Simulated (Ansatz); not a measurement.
**C2H7AlClN: up Jacob's ladder to CCSD(T), part 1 of 2**

How much do the methods differ for C2H7AlClN? The plan is to run it at one geometry with functionals of several rungs and with coupled cluster. The yardstick is the atomisation energy at the CCSD(T) limit.

Computed with Ansatz 0.2.0, Gaussian basis. Level: functionals in def2-TZVPP, the program's frozen cores in correlated methods.

Plan: LDA (SPW92), PBE-D4, revPBE-D4, BLYP-D4, r2SCAN-D4, B97M-V, PBE0-D4, B3LYP-D4, r2SCANh-D4, r2SCAN0-D4, HSE06-D4, BHLYP-D4, CAM-B3LYP-D4, LC-ωPBE, ωB97X-V, ωB97M-V, B2PLYP, PBE-QIDH; CCSD(T)/def2-SVP; CCSD(T)/def2-TZVPP; MP2/def2-QZVPP; extrapolation to the limit; RPA on PBE.

## 1. The relaxed structure

All runs share one geometry, relaxed beforehand with PBE0-D4 in a triple-zeta def2 set.

SMILES `C[NH][Al]([CH3])[Cl]`, 12 atoms, charge 0, spin multiplicity 1.

Atoms are counted from 1 here; the program's logs count them from 0.

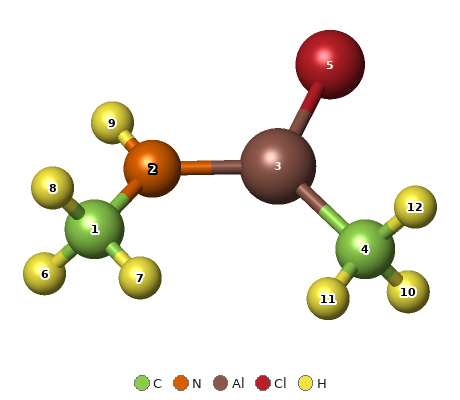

The structure; carbon green, nitrogen orange, aluminium brown, chlorine red, hydrogen yellow; atoms are numbered from 1 in the order of the file.

## 2. LDA

This LDA is Slater exchange with PW92 correlation.

Input file in.yaml:

```yaml
crystal:
  periodic: [false, false, false]
  atoms:
    - {symbol: C, position_ang: [-1.496809, 0.749895, 0.896260]}
    - {symbol: N, position_ang: [-0.182444, 1.176994, 0.468142]}
    - {symbol: Al, position_ang: [1.062592, 0.253305, -0.369084]}
    - {symbol: C, position_ang: [0.878936, -1.602885, -0.893025]}
    - {symbol: Cl, position_ang: [2.834519, 1.316362, -0.787220]}
    - {symbol: H, position_ang: [-2.298113, 1.331044, 0.424786]}
    - {symbol: H, position_ang: [-1.658448, -0.296389, 0.625565]}
    - {symbol: H, position_ang: [-1.626057, 0.824184, 1.982481]}
    - {symbol: H, position_ang: [0.000341, 2.141362, 0.702950]}
    - {symbol: H, position_ang: [1.000436, -1.712890, -1.974500]}
    - {symbol: H, position_ang: [-0.092421, -2.020923, -0.618563]}
    - {symbol: H, position_ang: [1.654467, -2.215257, -0.423892]}
basis:
  gaussian: {orbitals: def2-TZVPP}
hamiltonian: {xc: lda}
output: {orbitals: {seedname: orbitals}}
```

On the command line:

```
$ ansatz run in.yaml --threads 4 --pin off --events-out ev --progress --plain --max-ram 10444MiB
```

The log of the run:

```text
Functional definition: SPW92
  name "SPW92"
  cite "Dirac, Proc. Camb. Phil. Soc. 26, 376 (1930) doi:10.1017/S0305004100016108"
  cite "Slater, Phys. Rev. 81, 385 (1951) doi:10.1103/PhysRev.81.385"
  cite "Perdew & Wang, Phys. Rev. B 45, 13244 (1992) doi:10.1103/PhysRevB.45.13244"
  exchange = slater_x
  correlation = pw_c
1491 factors; their error is unknown
mean field evaluation 1: about -22677.7949 eV, gradient 1.0e2 eV
mean field evaluation 2: about -22604.1503 eV, gradient 1.8e2 eV
mean field evaluation 4: about -22699.9033 eV, gradient 2.1e1 eV
mean field evaluation 8: about -22700.8328 eV, gradient 1.7e-1 eV
mean field evaluation 16: about -22700.8099 eV, gradient 5.8e-4 eV
mean field -22700.80988156 eV, -834.2393759856 hartree, gradient 6.3e-5 eV, S^2 0.000000; 0 other end points of the search recorded, 0 dependent functions left out
reference -22700.80992702 eV, -834.2393776564 hartree; 28, 28 occupied and 247, 247 virtual orbitals, 1491 factors
Total energy: -22700.80992702 eV, -834.2393776564 hartree
```

Wall time 1.6 s (4 threads of Arm Neoverse V1, shared host); peak memory 0.37 GiB.

Atomisation energy: 4931.9 kJ/mol (free atoms -22649.694 eV, run apart). HOMO -5.74 eV, LUMO -0.94 eV.

## 3. PBE-D4 (GGA)

Changes to in.yaml since step 2:

```diff
@@ -17,3 +17,3 @@
   gaussian: {orbitals: def2-TZVPP}
-hamiltonian: {xc: lda}
-output: {orbitals: {seedname: orbitals}}
+hamiltonian: {xc: pbe, dispersion: d4}
+output: {forces: true, orbitals: {seedname: orbitals}}
```

Same command.

The log of the run (excerpt; [...] marks lines left out):

```text
Functional definition: PBE
  name "PBE"
  cite "Perdew, Burke & Ernzerhof, Phys. Rev. Lett. 77, 3865 (1996) doi:10.1103/PhysRevLett.77.3865"
  parent pbe
[...]
1491 factors; their error is unknown
[...]
mean field -22789.18244594 eV, -837.4870078257 hartree, gradient 3.0e-5 eV, S^2 0.000000; 0 other end points of the search recorded, 0 dependent functions left out
[...]
reference -22789.18249514 eV, -837.4870096337 hartree; 28, 28 occupied and 247, 247 virtual orbitals, 1491 factors
Total energy: -22789.42108372 eV, -837.4957776023 hartree
Atom 0 at    -1.496809     0.749895     0.896260 Å, force    -0.083233    -0.023148     0.028008 eV/Å
Atom 1 at    -0.182444     1.176994     0.468142 Å, force     0.020301    -0.062825    -0.029203 eV/Å
Atom 2 at     1.062592     0.253305    -0.369084 Å, force     0.098868    -0.117366    -0.080465 eV/Å
Atom 3 at     0.878936    -1.602885    -0.893025 Å, force    -0.012592     0.045254     0.020143 eV/Å
Atom 4 at     2.834519     1.316362    -0.787220 Å, force     0.195877     0.120895    -0.045195 eV/Å
Atom 5 at    -2.298113     1.331044     0.424786 Å, force    -0.183589     0.114012    -0.087655 eV/Å
Atom 6 at    -1.658448    -0.296389     0.625565 Å, force    -0.041067    -0.211155    -0.050975 eV/Å
Atom 7 at    -1.626057     0.824184     1.982481 Å, force    -0.047318     0.011320     0.228239 eV/Å
Atom 8 at     0.000341     2.141362     0.702950 Å, force     0.074267     0.341989     0.079168 eV/Å
Atom 9 at     1.000436    -1.712890    -1.974500 Å, force     0.020191    -0.021466    -0.194750 eV/Å
Atom 10 at    -0.092421    -2.020923    -0.618563 Å, force    -0.179748    -0.085729     0.048133 eV/Å
Atom 11 at     1.654467    -2.215257    -0.423892 Å, force     0.138046    -0.111779     0.084551 eV/Å
Dipole moment:    -0.421332    -0.135069     0.137756 e Å
```

Wall time 3.3 s (4 threads of Arm Neoverse V1, shared host); peak memory 0.38 GiB.

With the free atoms at this level, -22743.480 eV in sum, the atomisation energy is 4432.7 kJ/mol. HOMO -5.60 eV, LUMO -0.74 eV.

## 4. revPBE-D4 (GGA)

Changes to in.yaml since step 3:

```diff
@@ -17,3 +17,3 @@
   gaussian: {orbitals: def2-TZVPP}
-hamiltonian: {xc: pbe, dispersion: d4}
-output: {forces: true, orbitals: {seedname: orbitals}}
+hamiltonian: {xc: {name: revPBE}, dispersion: d4}
+output: {orbitals: {seedname: orbitals}}
```

The command is unchanged.

The log of the run:

```text
Functional definition: revPBE
  name "revPBE"
  cite "Zhang & Yang, Phys. Rev. Lett. 80, 890 (1998) doi:10.1103/PhysRevLett.80.890"
  cite "Perdew, Burke & Ernzerhof, Phys. Rev. Lett. 77, 3865 (1996) doi:10.1103/PhysRevLett.77.3865"
  parameter kappa = 1.245
  parameter beta = 0.06672455060314922
  exchange = pbe_x(kappa = kappa, mu = beta*pi^2/3)
  correlation = pbe_c(beta = beta)
1491 factors; their error is unknown
mean field evaluation 1: about -22777.5124 eV, gradient 9.7e1 eV
mean field evaluation 2: about -22713.8488 eV, gradient 1.7e2 eV
mean field evaluation 4: about -22797.4285 eV, gradient 1.7e1 eV
mean field evaluation 8: about -22798.0934 eV, gradient 3.3e-1 eV
mean field evaluation 16: about -22798.0639 eV, gradient 6.3e-4 eV
mean field -22798.06393724 eV, -837.8133966108 hartree, gradient 3.4e-5 eV, S^2 0.000000; 0 other end points of the search recorded, 0 dependent functions left out
reference -22798.06399894 eV, -837.8133988781 hartree; 28, 28 occupied and 247, 247 virtual orbitals, 1491 factors
Total energy: -22798.75638673 eV, -837.8388436602 hartree
```

Wall time 2.6 s (4 threads of Arm Neoverse V1, shared host); peak memory 0.38 GiB.

With the free atoms at this level, -22753.838 eV in sum, the atomisation energy is 4334.0 kJ/mol. HOMO -5.54 eV, LUMO -0.63 eV.

## 5. BLYP-D4 (GGA)

Changes to in.yaml since step 4:

```diff
@@ -17,3 +17,3 @@
   gaussian: {orbitals: def2-TZVPP}
-hamiltonian: {xc: {name: revPBE}, dispersion: d4}
+hamiltonian: {xc: {name: BLYP}, dispersion: d4}
 output: {orbitals: {seedname: orbitals}}
```

Same command.

The log of the run:

```text
Functional definition: BLYP
  name "BLYP"
  cite "Becke, Phys. Rev. A 38, 3098 (1988) doi:10.1103/PhysRevA.38.3098"
  cite "Lee, Yang & Parr, Phys. Rev. B 37, 785 (1988) doi:10.1103/PhysRevB.37.785"
  parameter beta = 0.0042
  parameter a = 0.04918
  parameter b = 0.132
  parameter c = 0.2533
  parameter d = 0.349
  exchange = b88_x(beta = beta)
  correlation = lyp_c(a = a, b = b, c = c, d = d)
1491 factors; their error is unknown
mean field evaluation 1: about -22777.3712 eV, gradient 1.1e2 eV
mean field evaluation 2: about -22699.8665 eV, gradient 1.8e2 eV
mean field evaluation 4: about -22800.2178 eV, gradient 2.2e1 eV
mean field evaluation 8: about -22801.2502 eV, gradient 1.7e-1 eV
mean field evaluation 16: about -22801.2243 eV, gradient 5.0e-4 eV
mean field -22801.22429890 eV, -837.9295377595 hartree, gradient 7.2e-5 eV, S^2 0.000000; 0 other end points of the search recorded, 0 dependent functions left out
reference -22801.22472157 eV, -837.9295532925 hartree; 28, 28 occupied and 247, 247 virtual orbitals, 1491 factors
Total energy: -22801.73705361 eV, -837.9483811476 hartree
```

Wall time 2.6 s (4 threads of Arm Neoverse V1, shared host); peak memory 0.38 GiB.

With the free atoms at this level, -22756.622 eV in sum, the atomisation energy is 4353.0 kJ/mol. HOMO -5.48 eV, LUMO -0.70 eV.

## 6. r2SCAN-D4 (meta-GGA)

Changes to in.yaml since step 5:

```diff
@@ -17,3 +17,3 @@
   gaussian: {orbitals: def2-TZVPP}
-hamiltonian: {xc: {name: BLYP}, dispersion: d4}
-output: {orbitals: {seedname: orbitals}}
+hamiltonian: {xc: r2scan, dispersion: d4}
+output: {forces: true, orbitals: {seedname: orbitals}}
```

Same command.

The log of the run (excerpt; [...] marks lines left out):

```text
Functional definition: r2SCAN
  name "r2SCAN"
  cite "Furness, Kaplan, Ning, Perdew & Sun, J. Phys. Chem. Lett. 11, 8208 (2020) doi:10.1021/acs.jpclett.0c02405"
  cite "Furness, Kaplan, Ning, Perdew & Sun, J. Phys. Chem. Lett. 11, 9248 (2020) doi:10.1021/acs.jpclett.0c03077"
  parent r2scan
[...]
1491 factors; their error is unknown
[...]
mean field -22799.35665098 eV, -837.8609029646 hartree, gradient 4.4e-5 eV, S^2 0.000000; 0 other end points of the search recorded, 0 dependent functions left out
[...]
reference -22799.35666491 eV, -837.8609034765 hartree; 28, 28 occupied and 247, 247 virtual orbitals, 1491 factors
Total energy: -22799.41869808 eV, -837.8631831533 hartree
Atom 0 at    -1.496809     0.749895     0.896260 Å, force    -0.216441    -0.060942     0.073200 eV/Å
Atom 1 at    -0.182444     1.176994     0.468142 Å, force     0.174169     0.020972    -0.068275 eV/Å
Atom 2 at     1.062592     0.253305    -0.369084 Å, force     0.034789    -0.035658    -0.026173 eV/Å
Atom 3 at     0.878936    -1.602885    -0.893025 Å, force    -0.023311     0.039172     0.022511 eV/Å
Atom 4 at     2.834519     1.316362    -0.787220 Å, force     0.028351     0.017517    -0.006588 eV/Å
Atom 5 at    -2.298113     1.331044     0.424786 Å, force     0.000651    -0.004387     0.008794 eV/Å
Atom 6 at    -1.658448    -0.296389     0.625565 Å, force     0.009027     0.019259     0.002407 eV/Å
Atom 7 at    -1.626057     0.824184     1.982481 Å, force    -0.006304     0.000968    -0.007296 eV/Å
Atom 8 at     0.000341     2.141362     0.702950 Å, force    -0.009615     0.046300     0.019186 eV/Å
Atom 9 at     1.000436    -1.712890    -1.974500 Å, force    -0.002554    -0.019911     0.024802 eV/Å
Atom 10 at    -0.092421    -2.020923    -0.618563 Å, force     0.033667    -0.018831    -0.020237 eV/Å
Atom 11 at     1.654467    -2.215257    -0.423892 Å, force    -0.022429    -0.004458    -0.022330 eV/Å
Dipole moment:    -0.424446    -0.139940     0.137503 e Å
```

Wall time 6.5 s (4 threads of Arm Neoverse V1, shared host); peak memory 0.41 GiB.

With the free atoms at this level, -22753.995 eV in sum, the atomisation energy is 4382.7 kJ/mol. HOMO -5.85 eV, LUMO -0.33 eV.

## 7. B97M-V (meta-GGA)

Changes to in.yaml since step 6:

```diff
@@ -17,3 +17,3 @@
   gaussian: {orbitals: def2-TZVPP}
-hamiltonian: {xc: r2scan, dispersion: d4}
-output: {forces: true, orbitals: {seedname: orbitals}}
+hamiltonian: {xc: {name: B97M-V}}
+output: {orbitals: {seedname: orbitals}}
```

Same command.

The log of the run (excerpt; [...] marks lines left out):

```text
Functional definition: B97M-V
  name "B97M-V"
  cite "Mardirossian & Head-Gordon, J. Chem. Phys. 142, 074111 (2015) doi:10.1063/1.4907719"
  cite "Becke, J. Chem. Phys. 107, 8554 (1997) doi:10.1063/1.475007"
  cite "Vydrov & Van Voorhis, J. Chem. Phys. 133, 244103 (2010) doi:10.1063/1.3521275"
  # Of w^i u^j: cxij and so on, Table III.
[...]
  gx(w, u) = cx00 + cx01*u + cx02*u^2 + (cx10 + cx11*u)*w
  gss(w, u) = css00 + css02*u^2 + css10*w + (css32*w^3 + css42*w^4)*u^2
  gos(w, u) = cos00 + cos01*u + cos03*u^3 + cos10*w + cos32*w^3*u^2
[...]
      + integral(e_c_pw_mod_opposite_spin*gos(b97_w_opposite, b97_u_opposite)) + vv10(b, c)
1491 factors; their error is unknown
[...]
mean field -22798.11505512 eV, -837.8152751582 hartree, gradient 5.4e-5 eV, S^2 0.000000; 0 other end points of the search recorded, 0 dependent functions left out
reference -22798.11512343 eV, -837.8152776685 hartree; 28, 28 occupied and 247, 247 virtual orbitals, 1491 factors
Total energy: -22798.11512343 eV, -837.8152776685 hartree
```

Run time: 12 s. Hardware: 4 threads of Arm Neoverse V1, shared host; peak memory 0.47 GiB.

Atomisation energy: 4394.7 kJ/mol (free atoms -22752.567 eV, run apart). HOMO -5.92 eV, LUMO -0.60 eV.

## 8. PBE0-D4 (hybrid)

Changes to in.yaml since step 7:

```diff
@@ -17,3 +17,3 @@
   gaussian: {orbitals: def2-TZVPP}
-hamiltonian: {xc: {name: B97M-V}}
+hamiltonian: {xc: pbe0, dispersion: d4}
 output: {orbitals: {seedname: orbitals}}
```

Same command.

The log of the run:

```text
Functional definition: PBE0
  name "PBE0"
  cite "Adamo & Barone, J. Chem. Phys. 110, 6158 (1999) doi:10.1063/1.478522"
  cite "Perdew, Burke & Ernzerhof, Phys. Rev. Lett. 77, 3865 (1996) doi:10.1103/PhysRevLett.77.3865"
  parent pbe
  parameter a = 0.25
  parameter kappa = 0.804
  parameter beta = 0.06672455060314922
  exchange = (1 - a)*pbe_x(kappa = kappa, mu = beta*pi^2/3) + a*exact_x
  correlation = pbe_c(beta = beta)
1553 factors; their error is unknown
mean field evaluation 1: about -22778.1622 eV, gradient 7.9e1 eV
mean field evaluation 2: about -22761.7874 eV, gradient 1.1e2 eV
mean field evaluation 4: about -22791.2558 eV, gradient 6.4e0 eV
mean field evaluation 8: about -22791.3864 eV, gradient 4.2e-1 eV
mean field evaluation 16: about -22791.3866 eV, gradient 5.1e-5 eV
mean field -22791.38661708 eV, -837.5680096209 hartree, gradient 5.1e-5 eV, S^2 0.000000; 0 other end points of the search recorded, 0 dependent functions left out
reference -22791.38665358 eV, -837.5680109624 hartree; 28, 28 occupied and 247, 247 virtual orbitals, 1553 factors
Total energy: -22791.59095220 eV, -837.5755187983 hartree
```

It took 3.9 s on 4 threads of Arm Neoverse V1, shared host; peak memory 0.74 GiB.

Atomisation energy: 4377.5 kJ/mol (free atoms -22746.222 eV, run apart). HOMO -6.92 eV, LUMO 0.04 eV.

## 9. B3LYP-D4 (hybrid)

B3LYP here takes the VWN-RPA correlation.

Changes to in.yaml since step 8:

```diff
@@ -17,3 +17,3 @@
   gaussian: {orbitals: def2-TZVPP}
-hamiltonian: {xc: pbe0, dispersion: d4}
-output: {orbitals: {seedname: orbitals}}
+hamiltonian: {xc: {name: B3LYP}, dispersion: d4}
+output: {forces: true, orbitals: {seedname: orbitals}}
```

Same command.

The log of the run (excerpt; [...] marks lines left out):

```text
Functional definition: B3LYP
  name "B3LYP"
  cite "Stephens, Devlin, Chabalowski & Frisch, J. Phys. Chem. 98, 11623 (1994) doi:10.1021/j100096a001"
  cite "Becke, Phys. Rev. A 38, 3098 (1988) doi:10.1103/PhysRevA.38.3098"
  cite "Lee, Yang & Parr, Phys. Rev. B 37, 785 (1988) doi:10.1103/PhysRevB.37.785"
  cite "Vosko, Wilk & Nusair, Can. J. Phys. 58, 1200 (1980) doi:10.1139/p80-159"
[...]
1534 factors; their error is unknown
[...]
mean field -22804.35473339 eV, -838.0445791054 hartree, gradient 3.7e-5 eV, S^2 0.000000; 0 other end points of the search recorded, 0 dependent functions left out
[...]
reference -22804.35504709 eV, -838.0445906334 hartree; 28, 28 occupied and 247, 247 virtual orbitals, 1534 factors
Total energy: -22804.73701543 eV, -838.0586277112 hartree
Atom 0 at    -1.496809     0.749895     0.896260 Å, force    -0.291403    -0.103152     0.091816 eV/Å
[...]
Atom 2 at     1.062592     0.253305    -0.369084 Å, force    -0.030043    -0.022744     0.005974 eV/Å
Atom 3 at     0.878936    -1.602885    -0.893025 Å, force    -0.015259    -0.081280    -0.019935 eV/Å
Atom 4 at     2.834519     1.316362    -0.787220 Å, force     0.118320     0.064028    -0.030254 eV/Å
Atom 5 at    -2.298113     1.331044     0.424786 Å, force     0.026321    -0.028040     0.030288 eV/Å
Atom 6 at    -1.658448    -0.296389     0.625565 Å, force    -0.002478     0.055181     0.019028 eV/Å
Atom 7 at    -1.626057     0.824184     1.982481 Å, force    -0.007530    -0.002406    -0.048128 eV/Å
Atom 8 at     0.000341     2.141362     0.702950 Å, force     0.003026     0.007808     0.001216 eV/Å
Atom 9 at     1.000436    -1.712890    -1.974500 Å, force    -0.009534    -0.006266     0.053440 eV/Å
Atom 10 at    -0.092421    -2.020923    -0.618563 Å, force     0.053740     0.008020    -0.020026 eV/Å
Atom 11 at     1.654467    -2.215257    -0.423892 Å, force    -0.043310     0.020012    -0.026858 eV/Å
Dipole moment:    -0.421661    -0.138904     0.136621 e Å
```

It took 6.5 s on 4 threads of Arm Neoverse V1, shared host; peak memory 0.84 GiB.

Atomisation energy: 4374.1 kJ/mol (free atoms -22759.403 eV, run apart). HOMO -6.69 eV, LUMO -0.24 eV.

## 10. r2SCANh-D4 (hybrid)

Changes to in.yaml since step 9:

```diff
@@ -17,3 +17,3 @@
   gaussian: {orbitals: def2-TZVPP}
-hamiltonian: {xc: {name: B3LYP}, dispersion: d4}
-output: {forces: true, orbitals: {seedname: orbitals}}
+hamiltonian: {xc: {name: r2SCANh}, dispersion: d4}
+output: {orbitals: {seedname: orbitals}}
```

The command is unchanged.

The log of the run (excerpt; [...] marks lines left out):

```text
Functional definition: r2SCANh
  name "r2SCANh"
  cite "Bursch, Neugebauer, Ehlert & Grimme, J. Chem. Phys. 156, 134105 (2022) doi:10.1063/5.0086040"
  cite "Furness, Kaplan, Ning, Perdew & Sun, J. Phys. Chem. Lett. 11, 8208 (2020) doi:10.1021/acs.jpclett.0c02405"
  cite "Furness, Kaplan, Ning, Perdew & Sun, J. Phys. Chem. Lett. 11, 9248 (2020) doi:10.1021/acs.jpclett.0c03077"
  parent r2scan
[...]
1491 factors; their error is unknown
[...]
mean field -22799.12312261 eV, -837.8523209552 hartree, gradient 2.0e-5 eV, S^2 0.000000; 0 other end points of the search recorded, 0 dependent functions left out
reference -22799.12313541 eV, -837.8523214255 hartree; 28, 28 occupied and 247, 247 virtual orbitals, 1491 factors
Total energy: -22799.18933411 eV, -837.8547541830 hartree
```

It took 7 s on 4 threads of Arm Neoverse V1, shared host; peak memory 0.76 GiB.

Atomisation energy: 4361.9 kJ/mol (free atoms -22753.982 eV, run apart). HOMO -6.34 eV, LUMO -0.08 eV.

## 11. r2SCAN0-D4 (hybrid)

Changes to in.yaml since step 10:

```diff
@@ -17,3 +17,3 @@
   gaussian: {orbitals: def2-TZVPP}
-hamiltonian: {xc: {name: r2SCANh}, dispersion: d4}
+hamiltonian: {xc: {name: r2SCAN0}, dispersion: d4}
 output: {orbitals: {seedname: orbitals}}
```

The command is unchanged.

The log of the run (excerpt; [...] marks lines left out):

```text
Functional definition: r2SCAN0
  name "r2SCAN0"
  cite "Bursch, Neugebauer, Ehlert & Grimme, J. Chem. Phys. 156, 134105 (2022) doi:10.1063/5.0086040"
  cite "Furness, Kaplan, Ning, Perdew & Sun, J. Phys. Chem. Lett. 11, 8208 (2020) doi:10.1021/acs.jpclett.0c02405"
  cite "Furness, Kaplan, Ning, Perdew & Sun, J. Phys. Chem. Lett. 11, 9248 (2020) doi:10.1021/acs.jpclett.0c03077"
  parent r2scan
[...]
1553 factors; their error is unknown
[...]
mean field -22798.79968019 eV, -837.8404346655 hartree, gradient 6.5e-5 eV, S^2 0.000000; 0 other end points of the search recorded, 0 dependent functions left out
reference -22798.79969129 eV, -837.8404350736 hartree; 28, 28 occupied and 247, 247 virtual orbitals, 1553 factors
Total energy: -22798.87269483 eV, -837.8431179041 hartree
```

Run time: 7 s. Hardware: 4 threads of Arm Neoverse V1, shared host; peak memory 0.78 GiB.

Atomisation energy: 4332.0 kJ/mol (free atoms -22753.975 eV, run apart). HOMO -7.10 eV, LUMO 0.29 eV.

## 12. HSE06-D4 (hybrid)

HSE06 is the plane-wave form, built on full-range PBE exchange.

Changes to in.yaml since step 11:

```diff
@@ -17,3 +17,3 @@
   gaussian: {orbitals: def2-TZVPP}
-hamiltonian: {xc: {name: r2SCAN0}, dispersion: d4}
+hamiltonian: {xc: hse06, dispersion: d4}
 output: {orbitals: {seedname: orbitals}}
```

The command is unchanged.

The log of the run (excerpt; [...] marks lines left out):

```text
Functional definition: HSE06
  name "HSE06"
  cite "Heyd, Scuseria & Ernzerhof, J. Chem. Phys. 118, 8207 (2003) doi:10.1063/1.1564060"
  cite "Krukau, Vydrov, Izmaylov & Scuseria, J. Chem. Phys. 125, 224106 (2006) doi:10.1063/1.2404663"
  cite "Heyd & Scuseria, J. Chem. Phys. 120, 7274 (2004) doi:10.1063/1.1668634"
  cite "Ernzerhof & Perdew, J. Chem. Phys. 109, 3313 (1998) doi:10.1063/1.476928"
  cite "Perdew, Burke & Ernzerhof, Phys. Rev. Lett. 77, 3865 (1996) doi:10.1103/PhysRevLett.77.3865"
  parent pbe
[...]
  # The whole range is PBE's own exchange, as in plane waves. The composition of these papers is wPBEh.
[...]
1553 factors; their error is unknown
123 factors; integrals over basis functions are off by at most 5.7e-7 eV
[...]
mean field -22790.79405253 eV, -837.5462332753 hartree, gradient 5.8e-5 eV, S^2 0.000000; 0 other end points of the search recorded, 0 dependent functions left out
reference -22790.79410118 eV, -837.5462350632 hartree; 28, 28 occupied and 247, 247 virtual orbitals, 1553 factors
Total energy: -22790.98562491 eV, -837.5532734306 hartree
```

Run time: 4.2 s. Hardware: 4 threads of Arm Neoverse V1, shared host; peak memory 0.78 GiB.

Atomisation energy: 4380.3 kJ/mol (free atoms -22745.587 eV, run apart). HOMO -6.51 eV, LUMO -0.32 eV.

(Continued in part 2 of 2.)
